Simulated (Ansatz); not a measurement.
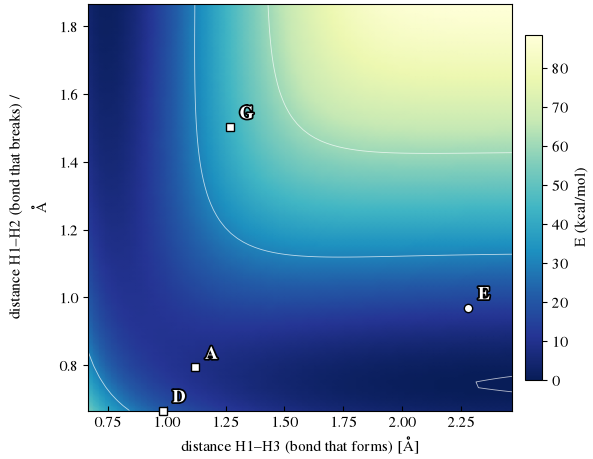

The reacting system H3, spin multiplicity 2. First axis: distance H1–H3 (bond that forms). Second axis: distance H1–H2 (bond that breaks). Relaxed at each point: all other coordinates. The grid has 13 × 13 points. Points are written as (first, second). All energies are given in kcal/mol relative to the lowest grid point. In part of the range the unrestricted reference is strongly spin-contaminated. Method: UHF-CCSD(T), frozen core/def2-TZVP in Ansatz.

Drawn: a smooth colour map with a few white contour lines, lettered points. Between grid points the surface is interpolated.

Question: Is A the lowest point of the computed grid?

Answer: No. A lies 9 kcal/mol above the lowest grid point, which is at (2.466 Å, 0.720 Å).

Question: What kind of point is each of E, G: minimum, saddle, maximum or slope?

Answer: E: on a slope; G: on a slope. (In these two coordinates alone; a stationary point may lie a little off the grid point.)

Question: Rank the lettered points by energy, lowest first.

Answer: A (9 kcal/mol), E (14 kcal/mol), D (21 kcal/mol), G (42 kcal/mol).
